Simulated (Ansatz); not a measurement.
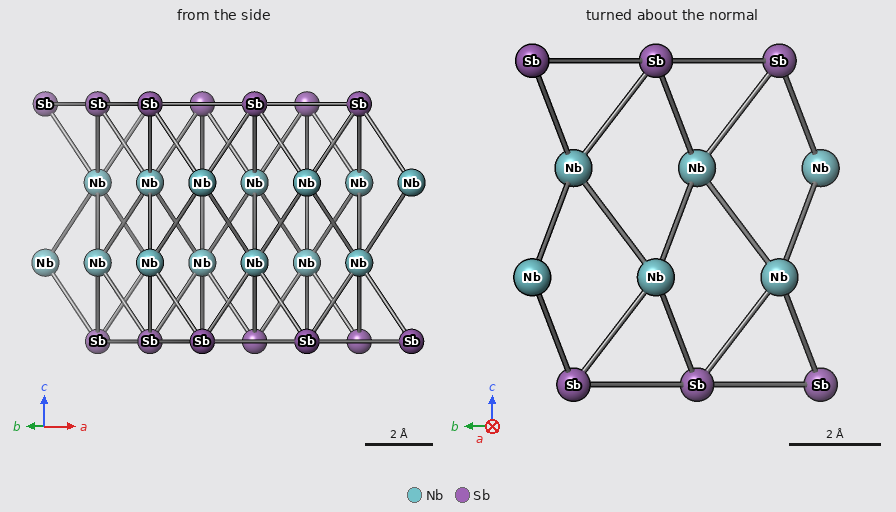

A ball-and-stick picture of a periodic slab, seen from the side and turned about the normal. The surface normal points up in side views; the vacuum is left out. 3×3 cells are drawn in the plane, with atoms at the edges repeated.

The cell holds 2 Nb, 2 Sb.

Question: Are the two faces alike, and what ends them?

Answer: The top face ends in Sb, the bottom face in Sb. The two faces are alike.

Question: How far apart are the outermost atoms along the normal?

Answer: About 7 Å from the lowest to the highest atom.

Question: What is the order of the atomic planes, starting from the top?

Answer: Four planes: Sb / Nb / Nb / Sb.

Provenance: a structure type filled with these elements by a generator (whether the compound takes this form wasn't checked). A relaxation with Ansatz, DFT PBE, scalar-relativistic, plane waves, PAW gave the geometry drawn.
